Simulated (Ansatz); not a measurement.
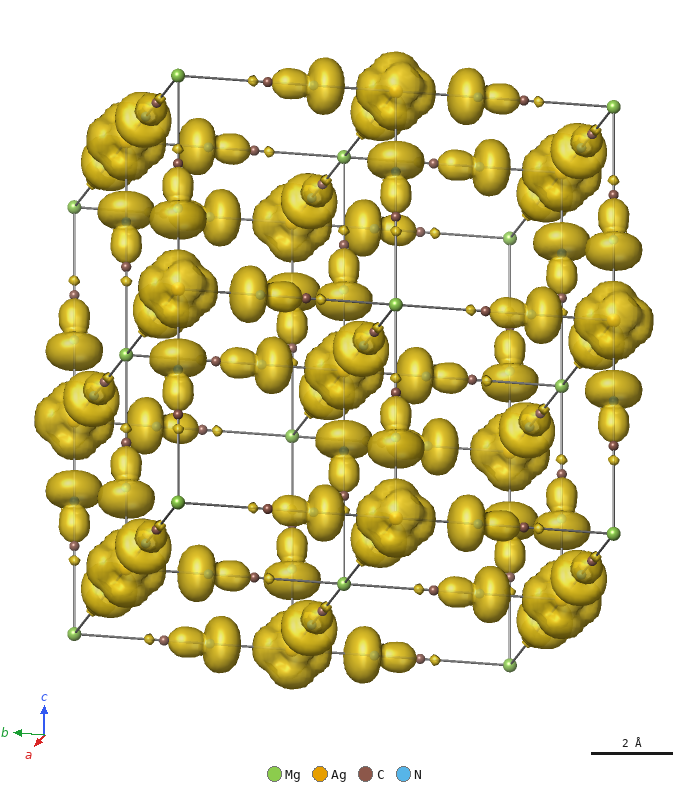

Figure. MgAgC₆N₆. Isosurfaces of the spin density at +0.02 (yellow) and −0.02 e/Å³ (cyan), seen at an oblique angle. Sticks mark near contacts.

Space group Fm-3m; a structure generated by program, which may or may not match a known phase; spin-polarised.

Method: Ansatz, DFT PBE, scalar-relativistic, plane waves, PAW.

MgAgC₆N₆, 56 atoms, a = 11.12 Å, b = 11.12 Å, c = 11.12 Å, α = 90.00°, β = 90.00°, γ = 90.00°.

Q: Which atoms carry the moments, and with what signs?

A: The spin density sits on Ag: +0.4 μB (×4) in one cell of 56 atoms: parallel moments (a ferromagnetic arrangement) in this solution. The cell of the calculation (14 atoms) carries 1.0 μB of net spin moment. Only one sign reaches the isovalue.
